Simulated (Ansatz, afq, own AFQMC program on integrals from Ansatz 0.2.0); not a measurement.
# CHSi (doublet): AFQMC on the coupled-cluster ladder at distance Si1–C2 = 1.484 Å, 6-31G, part 2 of 2

Ansatz 0.2.0, Gaussian basis, and an in-house AFQMC program (afq) on its integrals; all values are calculated; 6-31G, frozen cores. The steps go on from the part before.

### Step 14. CCSDTQ on UHF

The input, in.yaml:

```yaml
crystal:
  periodic: [false, false, false]
  atoms:
    - {symbol: Si, position_ang: [0.000000, 0.000000, 1.349141]}
    - {symbol: C, position_ang: [0.000000, 0.000000, -0.134859]}
    - {symbol: H, position_ang: [0.000000, 0.000000, -1.214282]}
basis:
  gaussian: {orbitals: 6-31G}
magnetization: {spin_polarized: true, initial_magnetization: 1}
correlation: {method: ccsdtq, electrons: outside_noble_gas}
```

Launch:

```
$ ansatz run in.yaml --threads 1 --pin off --events-out ev --progress --plain --max-ram 16896MiB --backend cuda --devices 0, --max-vram 18GiB
```

The log of the run, cut to the lines that bear on the results:

```text
Functional definition: HF
  name "HF"
  cite "Fock, Z. Phys. 61, 126 (1930) doi:10.1007/BF01340294"
  parent pbe
[...]
497 factors; integrals over basis functions are off by at most 4.7e-8 eV
[...]
mean field -8902.14953763 eV, -327.1479614141 hartree, gradient 1.6e-6 eV, S^2 0.800457; 11 other end points of the search recorded, 0 dependent functions left out
determinant -8902.14953763 eV, -327.1479614141 hartree, with singles and doubles -8905.65485460 eV, -327.2767794368 hartree
determinant -8901.57361897 eV, -327.1267967938 hartree, with singles and doubles -8905.40757191 eV, -327.2676919655 hartree
determinant -8901.16123883 eV, -327.1116421033 hartree, with singles and doubles -8905.44934673 eV, -327.2692271620 hartree
determinant -8902.14953763 eV, -327.1479614141 hartree, with singles and doubles -8905.65568850 eV, -327.2768100821 hartree
determinant -8901.57361897 eV, -327.1267967938 hartree, with singles and doubles -8905.42724076 eV, -327.2684147825 hartree
determinant -8901.16123883 eV, -327.1116421033 hartree, with singles and doubles -8905.43956454 eV, -327.2688676730 hartree
6 core orbitals not correlated: weight in the atoms' cores, before any rotation towards them, 1.000 or more for the frozen orbitals, at most 0.000 for the correlated occupied ones
reference -8902.14953763 eV, -327.1479614141 hartree; 5, 4 occupied and 13, 14 virtual orbitals, 497 factors
second order -2.92625100 eV of doubles, -0.00000000 eV of singles
cycle   1  -3.24675173 eV  change   -3.2e-1 eV  update   7.6e-2
[...]
cycle  17  -3.63780406 eV  change    8.5e-7 eV  update   6.8e-7
Total energy: -8905.78734168 eV, -327.2816482474 hartree
```

Wall time 18 s (1 × NVIDIA H100 80GB HBM3 with 1 thread of AMD EPYC 7R13 (Zen 3), shared host); peak host memory 0.89 GiB.

From the report: ⟨S²⟩ of the determinant 0.800 (pure doublet: 0.75); correlation -3.6378 eV; T1 0.027; largest double amplitude 0.12.

### Step 15. Phaseless AFQMC, CISD trial on UHF

It reads the integrals that the CCSD(T) run on this determinant wrote.

Launch:

```
$ afq ham --method phaseless --trial cisd --walkers 4000 --populations 20 --least-time 60 --time-step 0.005 --steps-per-block 50 --equilibration-blocks 28 --max-blocks 4000 --target-error 0.00018 --factor-cut 1e-05 --start spin_pure --seed 3236 --release-times 0.24,0.51,0.99,1.62,2.4 --release-step 0.03 --release-every 3 --taylor-order 6
```

The log of the run:

```text
orbitals 18  electrons 5 4  factors 112 of 299
reference energy -327.14795651 Eh
CCSD correlation -0.12884779 Eh in 11 cycles, weight of the determinant in the CISD state 0.8985
energy of the start -327.275576 Eh
 block  time / (1/Eh)  mean weight  energy / Eh
     1     0.250  1.0000  -327.274955
     2     0.500  0.9999  -327.275782
     3     0.750  1.0000  -327.276824
     4     1.000  1.0001  -327.277460
     5     1.250  1.0001  -327.278597
     6     1.500  1.0001  -327.278975
     7     1.750  0.9999  -327.279948
     8     2.000  1.0001  -327.280233
     9     2.250  1.0001  -327.280441
    10     2.500  1.0000  -327.280430
    11     2.750  1.0001  -327.280557
    12     3.000  0.9999  -327.280391
    13     3.250  0.9999  -327.280617
    14     3.500  0.9999  -327.280426
    15     3.750  1.0002  -327.280507
    16     4.000  0.9999  -327.280106
    17     4.250  0.9999  -327.281073
    18     4.500  0.9998  -327.281119
    19     4.750  1.0001  -327.280749
    20     5.000  0.9999  -327.280710
    21     5.250  1.0001  -327.280859
    22     5.500  1.0002  -327.281168
    23     5.750  0.9998  -327.281433
    24     6.000  1.0001  -327.281211
    25     6.250  1.0000  -327.280516
    26     6.500  1.0000  -327.281346
    27     6.750  1.0001  -327.280358
    28     7.000  0.9999  -327.281374
    29     7.250  1.0001  -327.281219
    30     7.500  1.0000  -327.280947
    31     7.750  0.9999  -327.281999
    32     8.000  0.9998  -327.281109
    33     8.250  1.0002  -327.281619
    34     8.500  0.9998  -327.281242
    35     8.750  1.0001  -327.280997
    36     9.000  1.0002  -327.280520
    37     9.250  1.0000  -327.280121
    38     9.500  0.9999  -327.280491
    39     9.750  1.0001  -327.280393
    40    10.000  1.0000  -327.280979
    41    10.250  1.0000  -327.281000
    42    10.500  0.9999  -327.281033
    43    10.750  1.0002  -327.281912
    44    11.000  1.0000  -327.281626
    45    11.250  1.0001  -327.280549
    46    11.500  1.0002  -327.280832
    47    11.750  1.0000  -327.281219
    48    12.000  0.9999  -327.280854
    49    12.250  1.0000  -327.281134
    50    12.500  1.0000  -327.281916
    51    12.750  0.9998  -327.281922
    52    13.000  1.0001  -327.281077
    53    13.250  0.9997  -327.281255
    54    13.500  0.9999  -327.280984
    55    13.750  0.9999  -327.281210
    56    14.000  0.9999  -327.280659
    57    14.250  1.0001  -327.280615
    58    14.500  1.0000  -327.280603
    59    14.750  1.0000  -327.280785
    60    15.000  0.9998  -327.280627
    61    15.250  1.0000  -327.281322
    62    15.500  0.9999  -327.281079
    63    15.750  1.0000  -327.281044
    64    16.000  0.9999  -327.280725
    65    16.250  0.9999  -327.280999
    66    16.500  1.0001  -327.281263
    67    16.750  1.0001  -327.280967
    68    17.000  1.0001  -327.281874
    69    17.250  1.0000  -327.280422
    70    17.500  0.9998  -327.280729
    71    17.750  1.0000  -327.280661
    72    18.000  1.0001  -327.280859
    73    18.250  0.9997  -327.281053
    74    18.500  1.0000  -327.281690
    75    18.750  0.9999  -327.281534
    76    19.000  0.9999  -327.281818
    77    19.250  1.0000  -327.281696
    78    19.500  1.0000  -327.281365
error from the spread of 20 populations
released: time / (1/Eh)  energy / Eh  error  mean overlap
  0.24  -327.281270  0.000115  0.9994
  0.51  -327.281408  0.000080  1.0004
  0.99  -327.281517  0.000059  0.9992
  1.62  -327.281559  0.000068  0.9979
  2.40  -327.281513  0.000065  1.0011
energy -327.281091 +/- 0.000149 Eh
```

Run time: 19 s. Hardware: 1 × NVIDIA H100 80GB HBM3 with 2 threads of AMD EPYC 7R13 (Zen 3), shared host; peak host memory 1.5 GiB.

Energy -8905.7722 ± 0.0040 eV. Caveats: constraint bias not in the error.

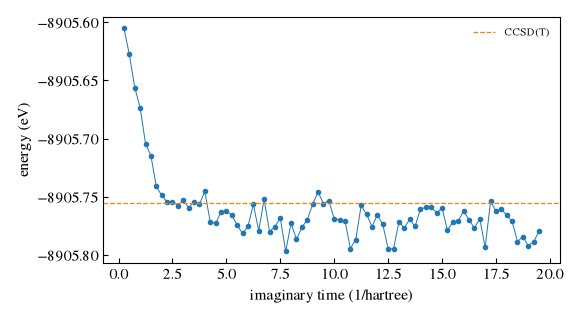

Block energies along the walk.

### Step 16. Phaseless AFQMC, CID trial on UHF (settings varied)

It reads the integrals that the CCSD(T) run on this determinant wrote.

Launch:

```
$ afq ham --method phaseless --trial cid --walkers 80 --populations 1 --least-time 40 --time-step 0.04 --steps-per-block 10 --equilibration-blocks 25 --max-blocks 100 --target-error 0.00072 --factor-cut 1e-05 --start determinant --seed 3731 --release-times 0.3,0.6,0.9,1.2 --release-step 0.1 --release-every 2 --taylor-order 6
```

The log of the run:

```text
orbitals 18  electrons 5 4  factors 112 of 299
reference energy -327.14795651 Eh
CCSD correlation -0.12884779 Eh in 11 cycles, weight of the determinant in the CISD state 0.8985
energy of the start -327.276380 Eh
 block  time / (1/Eh)  mean weight  energy / Eh
     1     0.400  0.9918  -327.274459
     2     0.800  1.0049  -327.274917
     3     1.200  1.0026  -327.277015
     4     1.600  0.9973  -327.277478
     5     2.000  0.9956  -327.278169
     6     2.400  0.9993  -327.276893
     7     2.800  0.9940  -327.281732
     8     3.200  1.0069  -327.276107
     9     3.600  0.9988  -327.276952
    10     4.000  1.0064  -327.278170
    13     5.200  1.0036  -327.281449
    16     6.400  0.9890  -327.279319
    19     7.600  1.0072  -327.280499
    22     8.800  1.0063  -327.285389
    25    10.000  0.9865  -327.278596
    28    11.200  1.0011  -327.281205
    31    12.400  0.9960  -327.279906
    34    13.600  1.0040  -327.280847
    37    14.800  1.0047  -327.278153
    40    16.000  0.9924  -327.277706
    43    17.200  1.0001  -327.287335
    46    18.400  1.0014  -327.282053
    49    19.600  1.0084  -327.281826
    52    20.800  0.9998  -327.279705
    55    22.000  1.0046  -327.279880
    58    23.200  1.0011  -327.285940
    61    24.400  1.0056  -327.280127
    64    25.600  0.9896  -327.280725
    67    26.800  1.0007  -327.280153
    70    28.000  1.0009  -327.283505
    73    29.200  0.9990  -327.281367
    76    30.400  1.0188  -327.278166
    79    31.600  1.0004  -327.295693
    82    32.800  0.9907  -327.282084
    85    34.000  0.9969  -327.279301
    88    35.200  1.0037  -327.280613
    91    36.400  0.9874  -327.284736
    94    37.600  0.9977  -327.279772
    97    38.800  1.0106  -327.282775
   100    40.000  0.9987  -327.286648
   103    41.200  1.0008  -327.281366
   106    42.400  0.9933  -327.275383
   109    43.600  1.0102  -327.280849
   112    44.800  1.0058  -327.287274
   115    46.000  0.9949  -327.281006
   118    47.200  1.0007  -327.280126
   121    48.400  0.9932  -327.285513
   124    49.600  1.0186  -327.280224
blocks merged  error / Eh  count
     1  0.000392  100
     2  0.000469  50
     4  0.000539  25
     8  0.000565  12
released: time / (1/Eh)  energy / Eh  error  mean overlap
  0.30  -327.281716  0.000519  1.0095
  0.60  -327.281385  0.000513  1.0109
  0.90  -327.281652  0.000291  1.0127
  1.20  -327.281612  0.000305  1.0153
energy -327.281762 +/- 0.000539 Eh
```

It took 7.4 s on 1 × NVIDIA H100 80GB HBM3 with 2 threads of AMD EPYC 7R13 (Zen 3), shared host; peak host memory 1.5 GiB.

Energy -8905.7904 ± 0.0147 eV. Caveats: constraint bias not in the error.

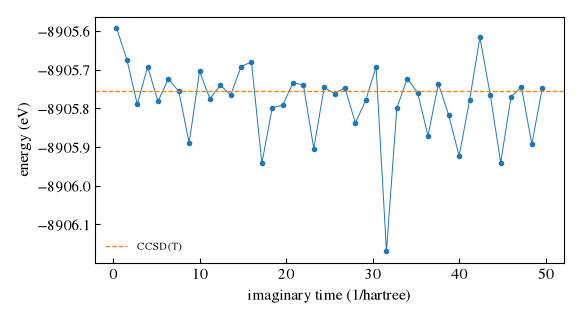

Block energies along the walk.

### Step 17. Free-projection AFQMC, CISD trial on UHF (settings varied)

It reads the integrals that the CCSD(T) run on this determinant wrote.

Launch:

```
$ afq ham --method free --trial cisd --walkers 50 --time-step 0.02 --max-blocks 120 --target-error 0.00072 --factor-cut 1e-05 --seed 5612 --times 0.0,0.4,0.8,1.6,2.4 --taylor-order 6
```

The log of the run:

```text
orbitals 18  electrons 5 4  factors 112 of 299
reference energy -327.14795651 Eh
CCSD correlation -0.12884779 Eh in 11 cycles, weight of the determinant in the CISD state 0.8985
repeat  energy at the last time / Eh  error
    10  -327.281616  0.000488
    20  -327.280769  0.000443
    30  -327.281056  0.000422
time / (1/Eh)  energy / Eh  error  mean overlap
  0.00  -327.276401  0.000154  1.1105
  0.40  -327.279102  0.000281  1.1062
  0.80  -327.280234  0.000317  1.1074
  1.60  -327.281052  0.000347  1.1060
  2.40  -327.281111  0.000411  1.1259
energy -327.281111 +/- 0.000411 Eh
```

Run time: 5.4 s. Hardware: 1 × NVIDIA H100 80GB HBM3 with 2 threads of AMD EPYC 7R13 (Zen 3), shared host; peak host memory 1.5 GiB.

Energy -8905.7727 ± 0.0112 eV. Caveats: remainder of the start not in the error.

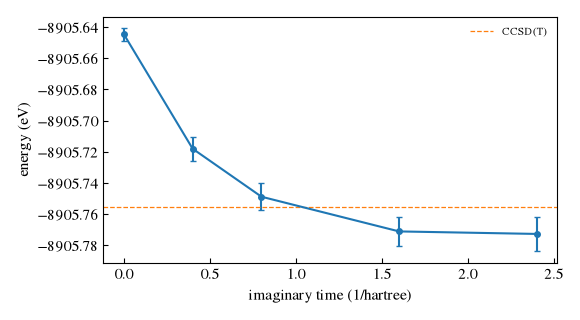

Energy against projection time, with error bars.

### Step 18. AFQMC on the ladder

The full CI on restricted orbitals is not used as the yardstick for these unrestricted rows.

On the UHF determinant, counted from CCSDTQ (a yardstick, not exact):

```tsv
level	energy (eV)	from CCSDTQ (meV)	statistical error (meV)	time
HF	-8902.1494	+3637.9		
MP2	-8905.0756	+711.7		
CCSD	-8905.6555	+131.8		
CCSD(T)	-8905.7554	+31.9		
CCSDT(Q)	-8905.7871	+0.2		
CCSDTQ	-8905.7873	0.0		
Phaseless AFQMC, CISD trial, step 0.005, 4000 walkers	-8905.7722	+15.2	4.0	19 s
Phaseless AFQMC, CID trial, step 0.04, 80 walkers	-8905.7904	-3.1	14.7	7.4 s
Free-projection AFQMC, CISD trial, step 0.02, 50 walkers	-8905.7727	+14.6	11.2	5.4 s
```

The functionals' totals stand on their own zeros and serve differences with other points: PBE -8918.537 eV; r2SCAN -8922.598 eV; PBE0 -8919.315 eV; B3LYP -8924.641 eV; wB97M-V -8923.155 eV; B2PLYP -8918.775 eV.

### Step 19. Results

The summary covers parts 1 to 2.

| quantity | value |
| --- | --- |
| CCSD(T) on UHF from CCSDTQ | +31.9 meV |
| Phaseless AFQMC, CISD trial on UHF from CCSDTQ | +15.2 ± 4.0 meV |

In words: On UHF the phaseless walk with the CISD trial lies +15.2 meV from CCSDTQ, 4 times its error bar. Error bars are statistical and leave out the constraint, the time step and what remains of the start.
